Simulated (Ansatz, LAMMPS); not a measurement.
## Structural relaxation of a frame of liquid dimethyl carbonate from 320 K (84 atoms)

Wanted: the relaxed structure of a frame of liquid dimethyl carbonate from 320 K (84 atoms) and its electronic structure.

Method: Kohn-Sham DFT, PBEsol, PAW (set soft_2), plane waves, in Ansatz 0.2.0.

## 1. The structure

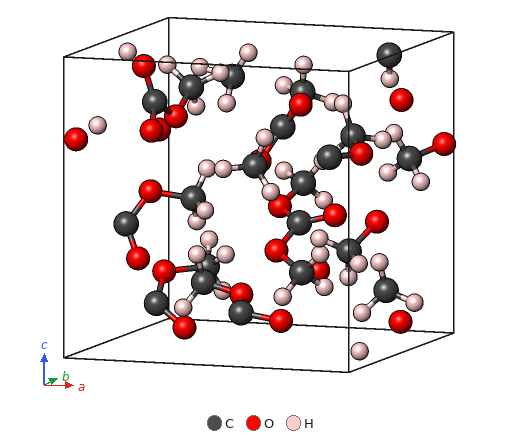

The cell as given, slightly off an axis (carbon dark grey, oxygen red, hydrogen pink). Bonds to atoms that aren't drawn are left out. Some periodic images of atoms are drawn too.

The cell holds 84 atoms: 21 C, 21 O and 42 H. Cell: a = 9.928 Å, b = 9.928 Å, c = 9.928 Å, α = 90.0°, β = 90.0°, γ = 90.0°. 7 dimethyl carbonate placed at random, at 1.07 g/cm³; overlaps pushed apart, then 10 ps at 470 K with MMFF94 bonds, angles, torsions, charges and radii (Halgren, J. Comput. Chem. 17, 490 (1996)) in harmonic and 12-6 forms. Snapshot after 20 ps at 320 K and fixed volume.

Before any run, some limits are plain. The network of contacts between molecules at the start is that of the classical potential that made the cell. The functional has no dispersion term, which matters for the binding between molecules or layers. The density was typed from a rule of thumb and may lie off the real one at this temperature. Only the Γ point is sampled, in a cell whose shortest periodic width is 10 Å.

## 2. Single point at the start

The forces at the start show how far the geometry lies from a minimum of this functional.

File input.yaml:

```yaml
crystal:
  lattice:
    - [9.92798, 0.0, 0.0]
    - [0.0, 9.92798, 0.0]
    - [0.0, 0.0, 9.92798]
  atoms:
    - { symbol: C, position: [0.90905, 0.24875, 0.36615] }
    - { symbol: O, position: [0.97162, 0.34443, 0.4543] }
    - { symbol: C, position: [0.06177, 0.42687, 0.39226] }
    - { symbol: O, position: [0.1106, 0.40789, 0.28273] }
    [... 74 atom lines left out ...]
    - { symbol: H, position: [0.28417, 0.7696, 0.2566] }
    - { symbol: H, position: [0.23207, 0.88461, 0.11876] }
    - { symbol: H, position: [0.18082, 0.89298, 0.28516] }
    - { symbol: H, position: [0.8863, 0.41125, 0.01108] }
    - { symbol: H, position: [0.94409, 0.54177, 0.90196] }
    - { symbol: H, position: [0.06348, 0.43608, 0.9633] }
kpoints:
  mp_grid: { grid: [1, 1, 1] }
hamiltonian:
  xc: pbesol
scf:
  occupations: { method: fermi_dirac, width: 0.025 }
output:
  forces: true
  stress: true
  populations: true
  dos:
    method: { smearing: { sigma: 0.1 } }
    de: 0.1
    projected: { site_lists: { C: [C], H: [H], O: [O] } }
  eigenvalues: true
```

On the command line:

```sh
ansatz run input.yaml --threads 4 --pin off --max-ram 8192MiB --backend cpu --events-out ev --progress --plain --runs-dir out
```

The job ended after 8 s (4 threads of Arm Neoverse V1, shared host; peak memory 0.97 GiB; 29 s of CPU time).

The run gave:

```
free energy                                      : -17605.6040 eV
free energy per atom                             : -209.5905 eV/atom
SCF cycles                                       : 10
pressure                                         : 0.5722 GPa
r.m.s. force component                           : 0.9506 eV/Å
longest force                                    : 3.904 eV/Å
Fermi energy                                     : 0.7275 eV
gap (highest filled to lowest empty level) : 5.09 eV
spilling of the projection                       : 0.01362
```

The r.m.s. force component of 0.95 eV/Å and the pressure of 0.57 GPa set the starting point.

Neighbours are counted within 1.34 Å (H-C), 1.73 Å (C-O).

Length of the force by element and coordination:

| element | coordination | atoms | mean length of the force (eV/Å) | spread | least | most |
| --- | --- | --- | --- | --- | --- | --- |
| C | all | 21 | 1.99 | 0.796 | 0.787 | 3.74 |
| C | 3 | 7 | 2.55 | 0.748 | 1.50 | 3.74 |
| C | 4 | 14 | 1.72 | 0.663 | 0.787 | 3.08 |
| H | all | 42 | 1.00 | 0.531 | 0.175 | 2.81 |
| O | all | 21 | 1.73 | 0.822 | 0.637 | 3.90 |
| O | 1 | 7 | 1.90 | 0.977 | 0.637 | 3.90 |
| O | 2 | 14 | 1.64 | 0.717 | 0.667 | 3.16 |

## 3. Relaxation

The atoms are relaxed in the fixed cell, aiming at the force tolerance of the input.

input.yaml, the sections that differ from step 2:

```yaml
output:
  forces: true
relax:
  f_tol: 0.05
  max_steps: 200
# crystal, kpoints, hamiltonian, scf: as in step 2
```

Wall time 2.8 min (4 threads); peak memory 0.97 GiB.

Step by step (22 of 42):

| step | energy less that of the first step (eV) | largest force component (eV/Å) |
| --- | --- | --- |
| 1 | 0.0000 | 3.2966 |
| 3 | -3.3093 | 0.8734 |
| 5 | -3.7023 | 0.2453 |
| 7 | -3.7839 | 0.3862 |
| 9 | -3.8350 | 0.2399 |
| 11 | -3.8636 | 0.2684 |
| 13 | -3.8906 | 0.1584 |
| 15 | -3.9189 | 0.3384 |
| 17 | -3.9430 | 0.3564 |
| 19 | -3.9676 | 0.2445 |
| 21 | -3.9839 | 0.1299 |
| 22 | -3.9912 | 0.1512 |
| 24 | -4.0005 | 0.1610 |
| 26 | -4.0068 | 0.0155 |
| 28 | -4.0136 | 0.1664 |
| 30 | -4.0225 | 0.0266 |
| 32 | -4.0284 | 0.1935 |
| 34 | -4.0315 | 0.1516 |
| 36 | -4.0436 | 0.0537 |
| 38 | -4.0545 | 0.1963 |
| 40 | -4.0605 | 0.0962 |
| 42 | -4.0649 | 0.0407 |

Relaxation step 34 was tried and not accepted.

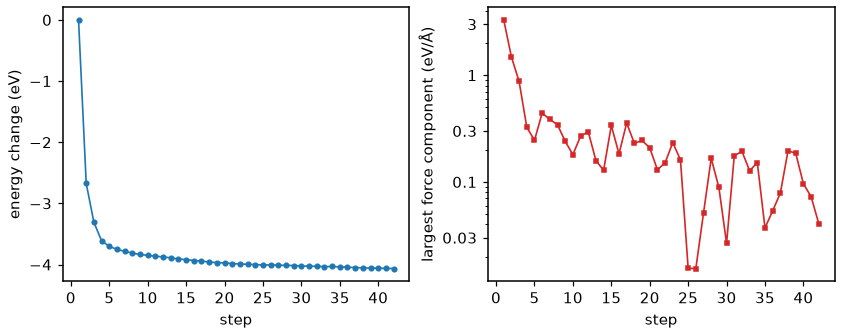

Energy and largest force along the relaxation.

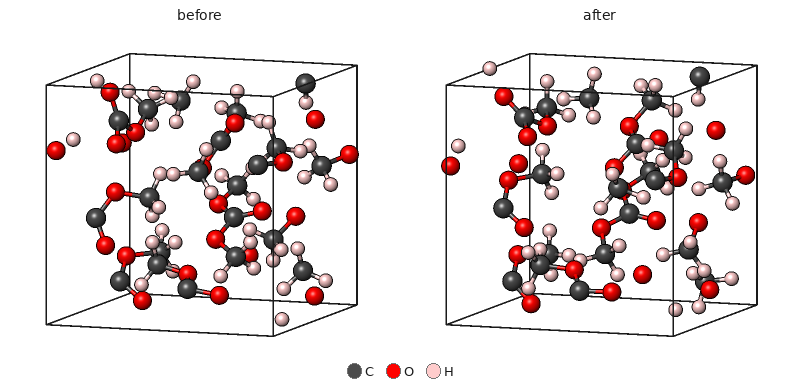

The structure before and after the relaxation, drawn at the same scale. Bonds to atoms that aren't drawn are left out.

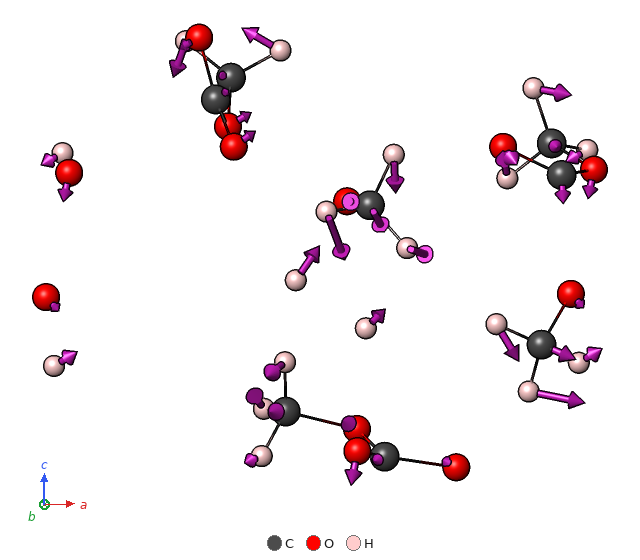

Displacements in the relaxation, scaled; the longest in the cell stands for 2.27 Å. Drawn is a slice 4 Å thick, seen along the normal of the ac plane. Bonds to atoms that aren't drawn are left out.

The atoms that moved most (Å):

| atom | dx | dy | dz | length |
| --- | --- | --- | --- | --- |
| H32 | 0.647 | 1.505 | -1.567 | 2.267 |
| H55 | -1.973 | 0.554 | 0.472 | 2.103 |
| H33 | 0.785 | 1.708 | -0.385 | 1.918 |
| H8 | 1.564 | -0.555 | -0.287 | 1.684 |
| H56 | -1.624 | 0.094 | -0.358 | 1.666 |
| C49 | -1.490 | 0.389 | -0.008 | 1.540 |
| C25 | 0.457 | 1.113 | -0.799 | 1.444 |
| H57 | -1.411 | 0.113 | -0.234 | 1.435 |

The relaxation changed the energy by -48.4 meV/atom, and atoms moved by 0.97 Å r.m.s., 2.3 Å at most.

## 4. Distances and neighbours after relaxation

Bonds before and after, by the cutoffs listed below:

| pair | bonds before | bonds after | mean before (Å) | mean after (Å) | spread before (Å) | spread after (Å) |
| --- | --- | --- | --- | --- | --- | --- |
| H-C | 42 | 42 | 1.091 | 1.099 | 0.027 | 0.002 |
| C-O | 35 | 35 | 1.354 | 1.351 | 0.069 | 0.081 |

Density 1.07 g/cm³, 11.65 Å³ an atom.

g(r), total and by pair (bins of 0.2 Å):

| r (Å) | total | H-H | H-C | H-O | C-C | C-O | O-O |
| --- | --- | --- | --- | --- | --- | --- | --- |
| 1.00 | 2.38 | 0.00 | 9.55 | 0.00 | 0.00 | 0.00 | 0.00 |
| 1.20 | 2.00 | 0.00 | 5.95 | 0.00 | 0.00 | 4.12 | 0.00 |
| 1.40 | 1.64 | 0.00 | 0.00 | 0.00 | 0.00 | 13.15 | 0.00 |
| 1.60 | 0.00 | 0.00 | 0.00 | 0.00 | 0.00 | 0.00 | 0.00 |
| 1.80 | 1.42 | 5.67 | 0.00 | 0.00 | 0.00 | 0.00 | 0.00 |
| 2.00 | 1.09 | 0.00 | 0.00 | 4.38 | 0.00 | 0.00 | 0.00 |
| 2.20 | 0.50 | 0.00 | 0.00 | 0.17 | 0.00 | 0.00 | 7.39 |
| 2.40 | 0.53 | 0.22 | 0.14 | 0.62 | 4.58 | 0.00 | 0.00 |
| 2.60 | 1.20 | 0.90 | 1.52 | 1.50 | 0.00 | 1.73 | 0.00 |
| 2.80 | 0.57 | 0.85 | 0.11 | 1.31 | 0.00 | 0.00 | 0.00 |
| 3.00 | 0.53 | 1.12 | 0.63 | 0.39 | 0.00 | 0.00 | 0.00 |
| 3.20 | 0.85 | 0.90 | 1.71 | 0.69 | 0.00 | 0.09 | 0.18 |
| 3.40 | 0.83 | 0.57 | 1.04 | 0.41 | 0.15 | 2.39 | 0.31 |
| 3.60 | 0.76 | 0.54 | 1.10 | 0.74 | 0.67 | 0.68 | 0.54 |
| 3.80 | 1.26 | 0.89 | 1.19 | 2.04 | 0.72 | 0.98 | 0.99 |
| 4.00 | 1.07 | 1.14 | 0.77 | 1.33 | 1.65 | 0.78 | 0.99 |
| 4.20 | 1.09 | 1.12 | 0.71 | 1.38 | 1.80 | 1.00 | 0.90 |
| 4.40 | 0.96 | 0.92 | 0.73 | 1.02 | 1.90 | 0.77 | 1.19 |
| 4.60 | 1.12 | 0.96 | 1.33 | 0.98 | 1.56 | 0.92 | 1.43 |
| 4.80 | 1.22 | 1.28 | 1.57 | 1.11 | 0.78 | 1.04 | 0.84 |

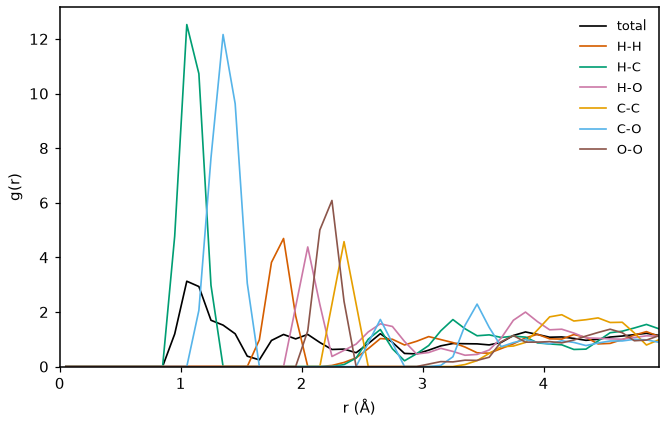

Pair distribution functions, lightly smoothed.

Bonds by pair of elements; cutoffs follow the first minimum of g(r), held within bounds set by covalent radii, and pairs that aren't listed don't count as bonded:

| pair A-B | cutoff (Å) | bonds | mean length (Å) | spread (Å) | shortest (Å) | B about A | A about B |
| --- | --- | --- | --- | --- | --- | --- | --- |
| H-C | 1.34 | 42 | 1.10 | 0.002 | 1.10 | 1 | 2 |
| C-O | 1.73 | 35 | 1.35 | 0.081 | 1.21 | 1.67 | 1.67 |

How many atoms have how many bonded neighbours:

| element | mean | 1 | 2 | 3 | 4 |
| --- | --- | --- | --- | --- | --- |
| C | 3.67 | 0 | 0 | 7 | 14 |
| H | 1 | 42 | 0 | 0 | 0 |
| O | 1.67 | 7 | 14 | 0 | 0 |

Bond angles, per cent of each kind in bins of 5°:

| angle (°) | H-C-H | H-C-O | O-C-O | C-O-C |
| --- | --- | --- | --- | --- |
| 105–110 | 40.5 | 45.2 | 33.3 | 0.0 |
| 110–115 | 59.5 | 54.8 | 0.0 | 85.7 |
| 115–120 | 0.0 | 0.0 | 0.0 | 14.3 |
| 120–125 | 0.0 | 0.0 | 0.0 | 0.0 |
| 125–130 | 0.0 | 0.0 | 66.7 | 0.0 |

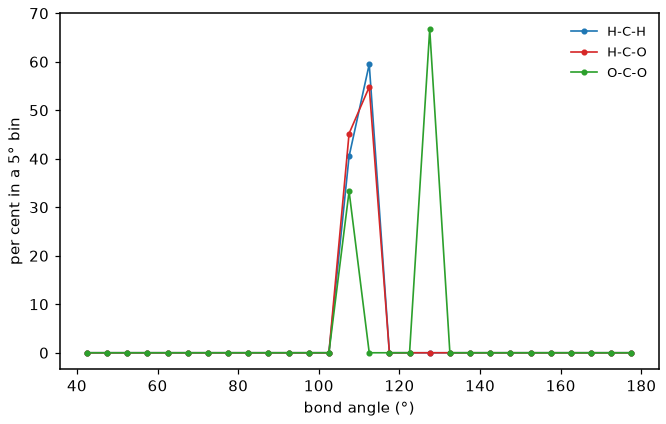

Distributions of the most common bond angles.

Bond angles (no mean is given where the spread exceeds 20°):

| angle | count | mean (°) | spread (°) |
| --- | --- | --- | --- |
| H-C-H | 42 | 110 | 0.6 |
| H-C-O | 42 | 109 | 2.3 |
| O-C-O | 21 | 120 | 8.7 |
| C-O-C | 14 | 115 | 0.4 |

Bond length by coordination (bonds to H left out):

| element | coordination | atoms | mean bond length (Å) |
| --- | --- | --- | --- |
| C | 3 | 7 | 1.30 |
| C | 4 | 14 | 1.43 |
| O | 1 | 7 | 1.22 |
| O | 2 | 14 | 1.39 |

Counting bonds as in the table, 67 % of C atoms have 4, all H atoms have 1 and 67 % of O atoms have 2 bonded neighbours. The H-C-H angle averages 110° with a spread of 0.6°. Bonds at O atoms with 1 neighbour average 1.22 Å, against 1.39 Å at those with 2.

## 5. Single point at the relaxed geometry

One more single point at the end of the walk gives the fuller output and checks the residual forces.

File input.yaml:

```yaml
crystal:
  lattice:
    - [9.92798, 0.0, 0.0]
    - [0.0, 9.92798, 0.0]
    - [0.0, 0.0, 9.92798]
  atoms:
    - { symbol: C, position: [0.98785, 0.21507, 0.3334] }
    - { symbol: O, position: [0.99203, 0.32012, 0.43196] }
    - { symbol: C, position: [0.10926, 0.38565, 0.44091] }
    - { symbol: O, position: [0.20578, 0.3727, 0.36664] }
    [... 74 atom lines left out ...]
    - { symbol: H, position: [0.25051, 0.78592, 0.19867] }
    - { symbol: H, position: [0.13528, 0.88482, 0.09996] }
    - { symbol: H, position: [0.12724, 0.88964, 0.28157] }
    - { symbol: H, position: [0.87545, 0.36498, 0.05685] }
    - { symbol: H, position: [0.93492, 0.47217, 0.9238] }
    - { symbol: H, position: [0.05324, 0.37555, 0.02236] }
kpoints:
  mp_grid: { grid: [1, 1, 1] }
hamiltonian:
  xc: pbesol
scf:
  occupations: { method: fermi_dirac, width: 0.025 }
output:
  forces: true
  stress: true
  populations: intrinsic
  dos:
    method: { smearing: { sigma: 0.15 } }
    de: 0.1
    projected: { site_lists: { C: [C], H: [H], O: [O] } }
  eigenvalues: true
  write_density: true
  write_potential: true
  volumetric_format: npy
```

Run time: 8.1 s. Hardware: 4 threads; peak memory 0.98 GiB.

The program notes that the exchange-correlation potential is rough where the density is thin.

Read from the output:

* free energy: -17609.6689 eV
* free energy per atom: -209.6389 eV/atom
* SCF cycles: 9
* pressure: 0.01941 GPa
* r.m.s. force component: 0.00928 eV/Å
* longest force: 0.05394 eV/Å
* Fermi energy: 0.8213 eV
* gap (highest filled to lowest empty level): 5.807 eV

Intrinsic-atomic-orbital charges by element and coordination:

| element | coordination | atoms | mean charge (e) | spread | least | most |
| --- | --- | --- | --- | --- | --- | --- |
| C | all | 21 | -0.0017 | 0.461 | -0.332 | 0.653 |
| C | 3 | 7 | 0.651 | 0.0021 | 0.648 | 0.653 |
| C | 4 | 14 | -0.328 | 0.0037 | -0.332 | -0.320 |
| H | all | 42 | 0.194 | 0.0106 | 0.177 | 0.215 |
| O | all | 21 | -0.386 | 0.0922 | -0.522 | -0.314 |
| O | 1 | 7 | -0.517 | 0.0059 | -0.522 | -0.506 |
| O | 2 | 14 | -0.321 | 0.0036 | -0.326 | -0.314 |

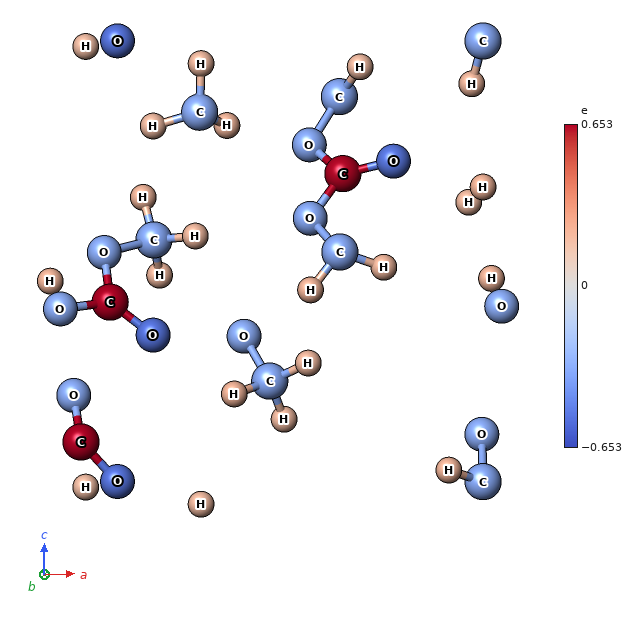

Atoms coloured by intrinsic-atomic-orbital charge. Drawn is a slice 4 Å thick, seen along the normal of the ac plane. Bonds to atoms that aren't drawn are left out.

States in the cell by windows of 1 eV, zero at the Fermi level; the larger projections on atomic orbitals stand beside the total:

| from (eV) | to (eV) | total | O p | C p | H s | O s | C s |
| --- | --- | --- | --- | --- | --- | --- | --- |
| -18 | -16 | 0.0 | 0.0 | 0.0 | 0.0 | 0.0 | 0.0 |
| -16 | -15 | 5.5 | 2.1 | 0.3 | 0.9 | 0.0 | 2.1 |
| -15 | -14 | 8.5 | 3.2 | 0.5 | 1.3 | 0.0 | 3.2 |
| -14 | -13 | 12.1 | 2.1 | 0.8 | 3.5 | 0.5 | 5.0 |
| -13 | -12 | 1.9 | 0.3 | 0.1 | 0.5 | 0.1 | 0.8 |
| -12 | -11 | 0.0 | 0.0 | 0.0 | 0.0 | 0.0 | 0.0 |
| -11 | -10 | 13.9 | 3.3 | 3.4 | 3.0 | 1.6 | 2.4 |
| -10 | -9 | 14.8 | 6.6 | 5.4 | 1.3 | 1.0 | 0.3 |
| -9 | -8 | 26.8 | 13.9 | 7.8 | 1.7 | 2.6 | 0.3 |
| -8 | -7 | 17.1 | 5.4 | 7.5 | 3.5 | 0.3 | 0.1 |
| -7 | -6 | 26.0 | 10.5 | 10.0 | 4.1 | 1.0 | 0.2 |
| -6 | -5 | 22.1 | 5.3 | 10.4 | 5.5 | 0.6 | 0.0 |
| -5 | -4 | 19.4 | 8.7 | 5.2 | 3.9 | 1.1 | 0.1 |
| -4 | -3 | 34.2 | 27.9 | 2.5 | 3.3 | 0.0 | 0.1 |
| -3 | -2 | 7.7 | 7.2 | 0.3 | 0.2 | 0.0 | 0.0 |
| -2 | 2 | 0.0 | 0.0 | 0.0 | 0.0 | 0.0 | 0.0 |
| 2 | 3 | 1.6 | 0.0 | 0.2 | 0.6 | 0.1 | 0.3 |
| 3 | 4 | 21.2 | 5.9 | 9.0 | 1.8 | 0.6 | 0.9 |
| 4 | 5 | 15.4 | 0.7 | 3.4 | 3.4 | 0.8 | 1.7 |

Between -26 and -18 eV lie 42 more states.

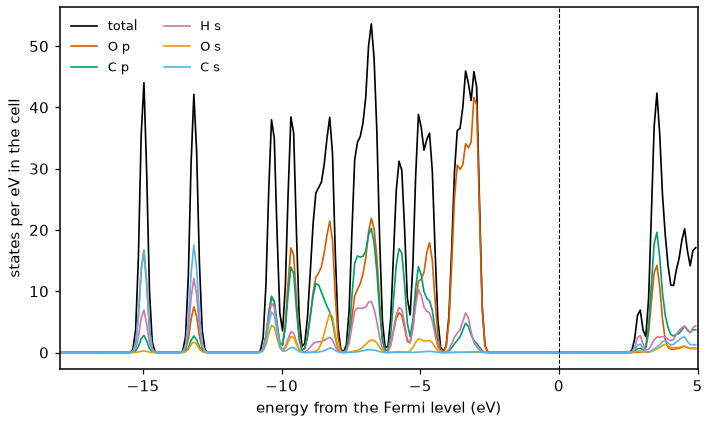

Total and projected density of states, with the broadening of the input.

The levels nearest the highest filled one (over half full), pooled over k-points and spins:

| level less the highest filled one (eV) | occupation |
| --- | --- |
| -0.130 | 2 |
| -0.114 | 2 |
| -0.113 | 2 |
| -0.0681 | 2 |
| -0.045 | 2 |
| 0 | 2 |
| 5.81 | 0 |
| 6.25 | 0 |
| 6.30 | 0 |
| 6.36 | 0 |
| 6.40 | 0 |
| 6.45 | 0 |

Mean intrinsic-atomic-orbital charges: C -0.00, H +0.19, O -0.39 e. The largest share in the top eV of filled states is O p (84 % of the projected weight), and in the lowest eV of empty states C p (48 % of the projected weight).

## 6. Summary of results

| Item | Value |
| --- | --- |
| energy change in the relaxation | -48.39 meV/atom |
| r.m.s. displacement | 0.971 Å |
| largest displacement | 2.267 Å |
| free energy per atom | -209.6389 eV/atom |
| pressure | 0.01941 GPa |
| r.m.s. force component | 0.00928 eV/Å |
| gap (highest filled to lowest empty level) | 5.807 eV |
| wall time of the 3 DFT runs | 3 min |

**Reading.** Relaxation lowers the energy by 48.4 meV/atom and moves atoms by 0.97 Å r.m.s.; the r.m.s. force component goes from 0.95 to 0.0093 eV/Å, the pressure goes from 0.57 to 0.019 GPa, and the gap from 5.09 to 5.81 eV. By the final cutoffs no bond was broken or made. From the first step to the last the energy fell by 4.065 eV, and the largest move was 2.27 Å (H32). The H-C bonds change most in mean length: from 1.091 Å (spread 0.027) to 1.099 Å (spread 0.002). Counting bonds as in the table, 67 % of C atoms have 4, all H atoms have 1 and 67 % of O atoms have 2 bonded neighbours. Between filled and empty levels lie 5.81 eV (at Γ alone); a semilocal functional tends to put such gaps too low. In a disordered cell it changes from sample to sample and from frame to frame.

What to keep in mind: The network of contacts between molecules at the start is that of the classical potential that made the cell; in DFT atoms moved by 0.97 Å r.m.s.

[Logs are printed without paths, hosts, clocks, repeated set-up lines and the standing remarks that a program may print on its own settings, such as how far it seeks lower states.]

[Hosts, paths, dates, database ids (printed as entryN), source tags and the programs' standing remarks are cut or masked in the printed files.]

[The MMFF94 radii named for the starting cell were scaled by 0.96; in molecules described by MMFF94, hydrogen bound to N, O or S took a small fixed 12-6 site in their place.]
